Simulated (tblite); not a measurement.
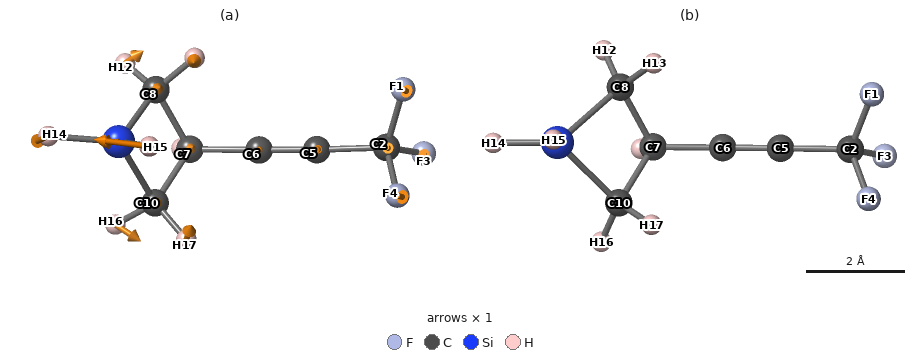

The structure of C₆H₇F₃Si before (left) and after (right) a relaxation, at one scale. The orange arrows give the displacements, at their true length.

The picture is a ball-and-stick view, seen at a tilt.

Computed with GFN2-xTB geometry optimisation, gas phase in tblite. 

Question: What changed between the two?

Answer: The largest move after the best rigid fit is that of an H atom, 1.16 Å. Largest moves by element: H 1.16 Å, Si 0.47 Å, F 0.44 Å, C 0.27 Å. Among the contacts that change: C–Si 1.824 → 1.915 Å, C–Si 1.858 → 1.915 Å, C–C 1.502 → 1.550 Å, C–F 1.393 → 1.346 Å. Among the angles between lasting bonds that change: Si–C–H 108.6° → 119.3°, C–Si–H 109.5° → 117.2°, F–C–F 113.8° → 106.4°. Groups turn about C–C by about 30°, C–C by about 25°, C–Si by about 20°. Over 110 geometry steps the energy falls by 0.637 eV.
